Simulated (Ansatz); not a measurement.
**NbSi2: V on a Nb site**

Take an 18-atom supercell of NbSi2 (space group P6_222, No. 180; a = 4.768 Å, c = 6.576 Å) at its relaxed geometry as the base.

The change: a neutral V on a Nb site, atoms relaxed at fixed cell, starting from a slightly rattled geometry.

Computed with PBEsol in Ansatz (plane waves to 420 eV, PAW, no spin-orbit coupling), earlier PAW set. Γ-centred 4×7×5 mesh, Fermi–Dirac width 0.05 eV.

Pressure: -3.7 GPa (base 0.0 GPa)
Total moment of the cell: 0.0 μB
Largest displacement of a host atom from its site in the perfect cell: 0.06 Å
Mean distance from the defect site to its nearest host atoms: 4.82 bohr (base 4.92 bohr)

Final structure:

```yaml
crystal:
  lattice:
    - [7.15133, -4.12882, 0.00000]
    - [2.38378, 4.12882, 0.00000]
    - [0.00000, 0.00000, 6.57584]
  atoms:
    - { symbol: V, position: [0.25060, 0.25043, 0.00021] }
    - { symbol: Nb, position: [0.75058, 0.75026, 0.00088] }
    - { symbol: Nb, position: [0.00191, 0.50271, 0.33435] }
    - { symbol: Nb, position: [0.49931, 0.99788, 0.33439] }
    - { symbol: Nb, position: [0.75060, 0.25025, 0.66957] }
    - { symbol: Nb, position: [0.25059, 0.75035, 0.66422] }
    - { symbol: Si, position: [0.92593, 0.24081, 0.00110] }
    - { symbol: Si, position: [0.41649, 0.73831, 0.99994] }
    - { symbol: Si, position: [0.33870, 0.49406, 0.32687] }
    - { symbol: Si, position: [0.84184, 0.00212, 0.33460] }
    - { symbol: Si, position: [0.92188, 0.76178, 0.66774] }
    - { symbol: Si, position: [0.41662, 0.25973, 0.67295] }
    - { symbol: Si, position: [0.08465, 0.76252, 0.99998] }
    - { symbol: Si, position: [0.57519, 0.25984, 0.00114] }
    - { symbol: Si, position: [0.65950, 0.49844, 0.33465] }
    - { symbol: Si, position: [0.16258, 0.00649, 0.32682] }
    - { symbol: Si, position: [0.08456, 0.24079, 0.67278] }
    - { symbol: Si, position: [0.57942, 0.73853, 0.66769] }
```

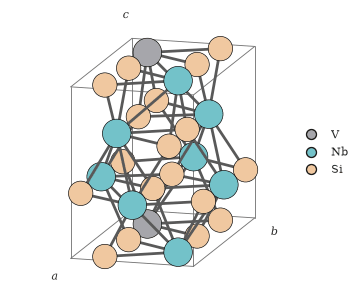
Fig. 1. The relaxed cell after the change

The magnetic state is the one reached from the starting moments; the real material's order can differ, and small cells can't hold many antiferromagnetic ones. In so small a cell the defect repeats every few ångströms: this is an ordered compound, not a dilute defect. Starting moments died away, wholly or in part, for V on a Nb site; another magnetic solution may exist. Spin-polarised in the final run: V on a Nb site; the other runs are not. An odd electron count without spin: NbSi2. The defect cell is spin-polarised and ends with 0.0 μB.

Ansatz is a quantum-chemistry and plane-wave program.
